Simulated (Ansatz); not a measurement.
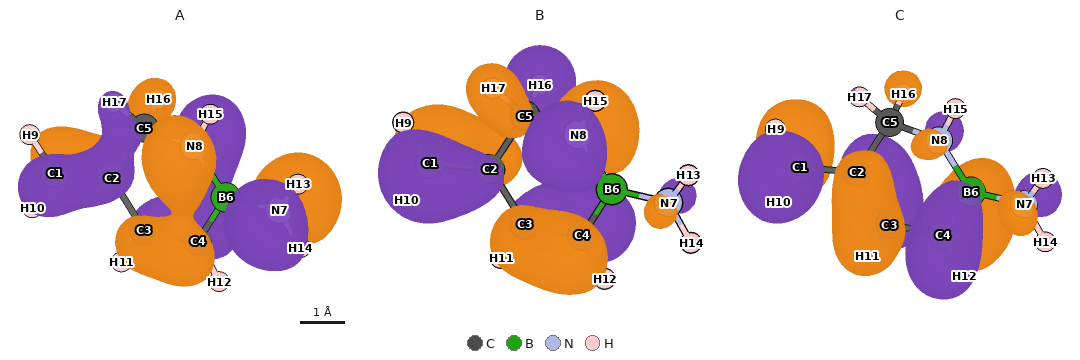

C₅H₉BN₂. Three frontier orbitals at ±0.08 Å⁻³ᐟ² (orange and purple are the two phases), in no order.

Geometry: r2SCAN-D4/def2-SVP.

Computed with isolated molecule in a Gaussian basis; Kohn-Sham density functional theory, functional PBE0 (Ansatz 0.2.0).

```xyz
17

C    -1.0191    2.1912   -0.8098
C    -0.6906    0.9276   -0.4645
C    -1.6028    0.1000    0.3210
C    -1.2279   -1.0791    0.8719
C     0.6040    0.3000   -0.9406
B     0.2568   -1.5522    0.7424
N     0.7301   -2.6993    1.4309
N     1.1025   -0.7460   -0.0690
H    -0.3339    2.8311   -1.3745
H    -1.9919    2.6120   -0.5374
H    -2.6097    0.5125    0.4750
H    -1.9707   -1.6307    1.4626
H     1.6899   -3.0190    1.4162
H     0.1401   -3.2303    2.0565
H     2.0588   -1.0211   -0.2624
H     0.4096   -0.0959   -1.9633
H     1.3609    1.0942   -1.0649
```

> Which picture is the HOMO−1, the HOMO and the LUMO?

A is the HOMO−1 (−6.77 eV). It lies mainly on N7 (about 35 %), N8 (about 20 %), C4 (about 10 %), C1 (about 5 %) and B6 (about 5 %). B is the HOMO (−6.15 eV). Its weight (Hirshfeld) is mainly on N8 (about 20 %), C1 (about 20 %), C4 (about 15 %), C2 (about 10 %) and C3 (about 10 %). C is the LUMO (−1.01 eV). By Hirshfeld shares it lies mainly on C4 (about 20 %), C1 (about 20 %), C3 (about 15 %), C2 (about 10 %) and B6 (about 10 %).

> What is the HOMO–LUMO gap?

5.14 eV between the orbital energies.
